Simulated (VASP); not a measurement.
Band structure of TlBr (space group Pm-3m). These are PBE GGA, VASP's PBE PAW potentials (set 64) (plane waves; VASP) values and carry that method's errors.

Unless said otherwise, spin-orbit coupling is left out, though it shifts the bands of the heavy elements here.

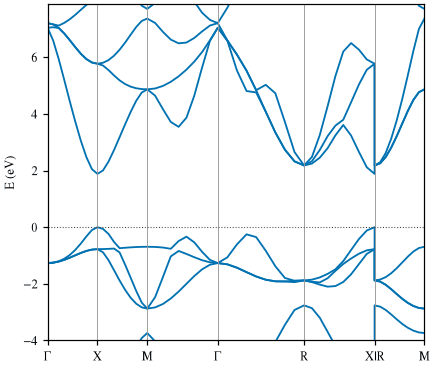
Bands along high-symmetry lines, zero at the valence-band maximum or, without a gap, the Fermi level

Read the plot: is there a gap, and where are the band edges?

The gap is direct, 1.88 eV, from the valence maximum at X to the conduction minimum at X.

The structure is a typed TlBr crystal (Pm-3m). The cell was not relaxed at this level.
